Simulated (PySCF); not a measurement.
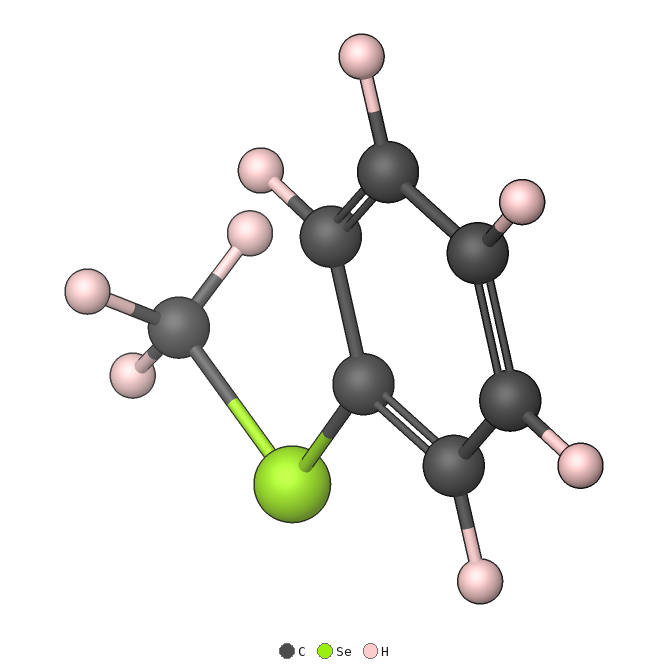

Rendered structure (ball-and-stick style).

The computed structure is the end point of a PBE0-D3(BJ)/def2-SVP optimisation. No frequency run is at hand to confirm it as a minimum.

> Count the atoms of each element.

C₇H₈Se, 16 atoms: 7 carbon, 8 hydrogen and 1 selenium.

> Does it have rings?

Independent rings (smallest set): 1 of 6 members, 1 of them aromatic.

More results for the same structure follow; atom numbers are the same in all pictures, views and colours differ.

## Geometry

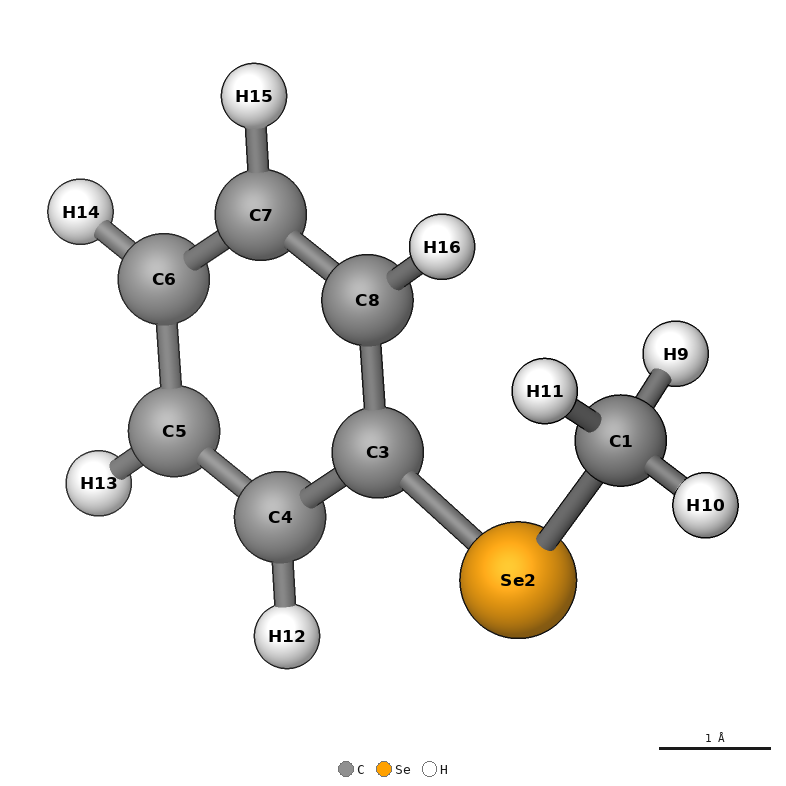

The atoms are numbered. No frequency run is at hand to confirm it as a minimum.

What are the angles C1–Se2–C3, Se2–C1–H10, Se2–C3–C8, C3–C4–C5, C3–C8–C7, C4–C3–C8, C4–C5–C6, C5–C4–H12, C5–C6–C7, C6–C7–H15, C7–C8–H16, C8–C7–H15?

```csv
angle,degrees
C1–Se2–C3,100.4
Se2–C1–H10,105.8
Se2–C3–C8,123.9
C3–C4–C5,120.3
C3–C8–C7,120.0
C4–C3–C8,119.3
C4–C5–C6,120.4
C5–C4–H12,119.7
C5–C6–C7,119.3
C6–C7–H15,120.1
C7–C8–H16,119.2
C8–C7–H15,119.2
```

## Levels of theory compared

No frequency run is at hand to confirm it as a minimum. Program: PySCF 2.14.0.

At this fixed geometry, give HOMO energy (eV) at these levels: BHandHLYP/pcSseg-1; HF/pcSseg-1; PBE0/6-31G; PBE0/6-31G*; PBE0/STO-3G; PBE0/def2-SVP.

| level | HOMO energy (eV) |
| --- | --- |
| BHandHLYP/pcSseg-1 | −6.74 |
| HF/pcSseg-1 | −7.96 |
| PBE0/6-31G | −5.76 |
| PBE0/6-31G* | −5.73 |
| PBE0/STO-3G | −3.77 |
| PBE0/def2-SVP | −5.83 |

## NMR shielding

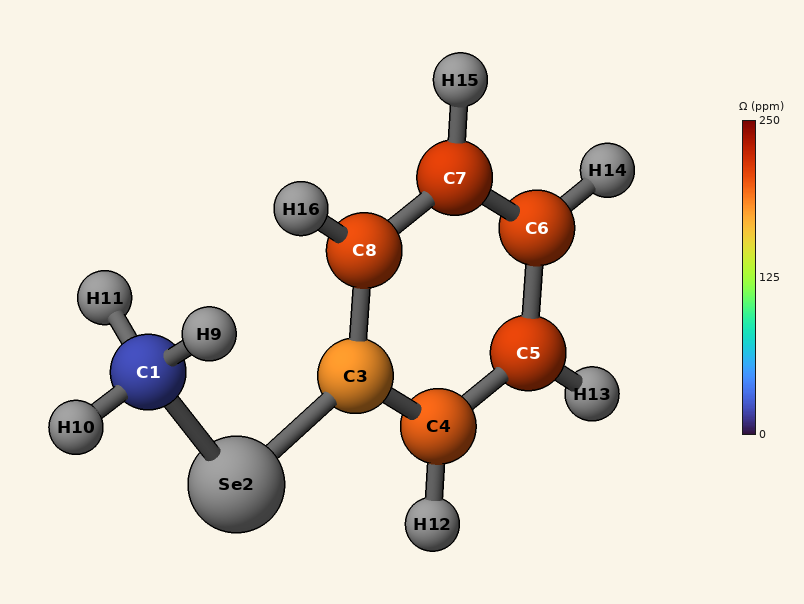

The C atoms are coloured by the span of their shielding tensor. No frequency run is at hand to confirm it as a minimum. Properties computed with GIAO PBE0/6-31G NMR shielding, non-relativistic, gas phase (PySCF 2.14.0). Principal shieldings σ11 ≤ σ22 ≤ σ33, span Ω = σ33 − σ11, skew κ = 3(σiso − σ22)/Ω.

Give the shielding tensors of the C atoms.

```json
{"atom": "C1", "σ11": "178.1", "σ22": "186.9", "σ33": "199.0", "σiso": "188.0", "Ω": "20.8", "κ": "0.15"}
{"atom": "C3", "σ11": "−13.9", "σ22": "29.8", "σ33": "165.7", "σiso": "60.6", "Ω": "179.6", "κ": "0.51"}
{"atom": "C4", "σ11": "−19.0", "σ22": "68.3", "σ33": "176.5", "σiso": "75.3", "Ω": "195.5", "κ": "0.11"}
{"atom": "C5", "σ11": "−21.8", "σ22": "60.5", "σ33": "187.0", "σiso": "75.2", "Ω": "208.8", "κ": "0.21"}
{"atom": "C6", "σ11": "−15.8", "σ22": "62.8", "σ33": "189.9", "σiso": "79.0", "Ω": "205.6", "κ": "0.24"}
{"atom": "C7", "σ11": "−23.9", "σ22": "61.0", "σ33": "186.9", "σiso": "74.7", "Ω": "210.8", "κ": "0.19"}
{"atom": "C8", "σ11": "−17.0", "σ22": "68.4", "σ33": "187.8", "σiso": "79.7", "Ω": "204.9", "κ": "0.17"}
```

Shieldings and span in ppm.

## Bond orders

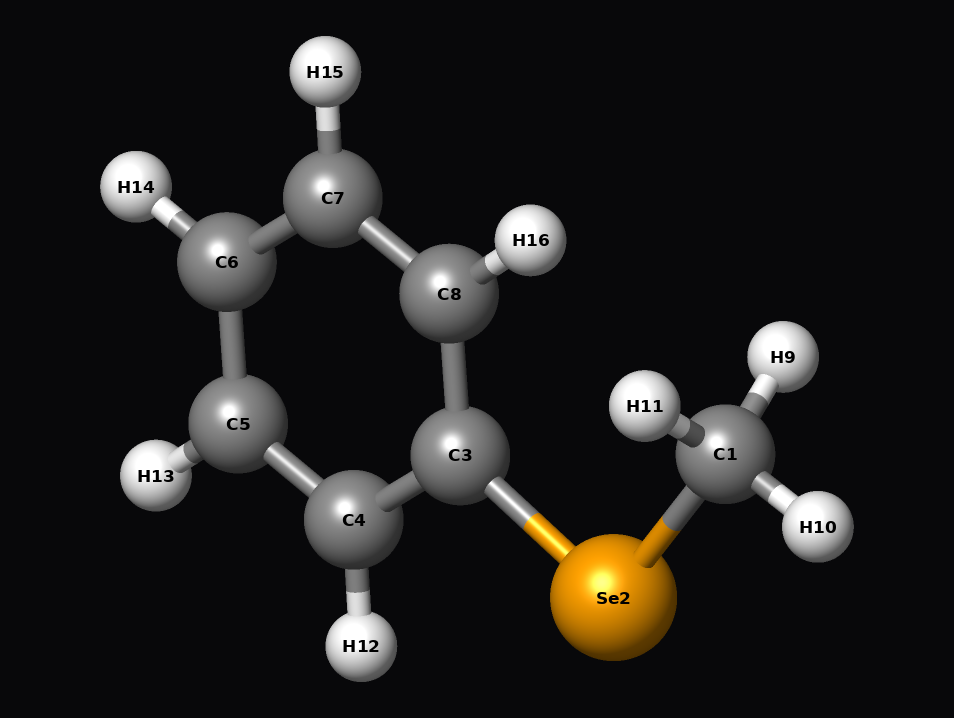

Every bond is drawn as one stick. No frequency run is at hand to confirm it as a minimum. Level of theory: PBE0/def2-SVP (PySCF 2.14.0).

List the Mayer bond orders of C1–Se2, Se2–C3, C3–C4, C3–C8, C4–C5, C5–C6, C6–C7, C7–C8 (bonds between heavy atoms, one of each equivalent set).

```json
{"bond": "C1–Se2", "Mayer order": "1.03", "length (Å)": "1.934"}
{"bond": "Se2–C3", "Mayer order": "1.00", "length (Å)": "1.902"}
{"bond": "C3–C4", "Mayer order": "1.37", "length (Å)": "1.402"}
{"bond": "C3–C8", "Mayer order": "1.40", "length (Å)": "1.398"}
{"bond": "C4–C5", "Mayer order": "1.44", "length (Å)": "1.391"}
{"bond": "C5–C6", "Mayer order": "1.38", "length (Å)": "1.396"}
{"bond": "C6–C7", "Mayer order": "1.40", "length (Å)": "1.392"}
{"bond": "C7–C8", "Mayer order": "1.41", "length (Å)": "1.395"}
```

## Charges

The questions are on ESP-fitted charges. No frequency run is at hand to confirm it as a minimum. Properties computed with PBE0/def2-SVP, gas phase (PySCF 2.14.0).

> Which atom carries the highest charge (most positive or least negative)?

H10 (0.23 e).

> And the lowest?

C1 (−0.50 e).

List the ESP-fitted charges.

| atom | value (e) |
| --- | --- |
| C1 | −0.50 |
| Se2 | −0.06 |
| C3 | −0.15 |
| C4 | −0.07 |
| C5 | −0.24 |
| C6 | 0.02 |
| C7 | −0.36 |
| C8 | 0.16 |
| H9 | 0.16 |
| H10 | 0.23 |
| H11 | 0.16 |
| H12 | 0.16 |
| H13 | 0.14 |
| H14 | 0.10 |
| H15 | 0.16 |
| H16 | 0.07 |
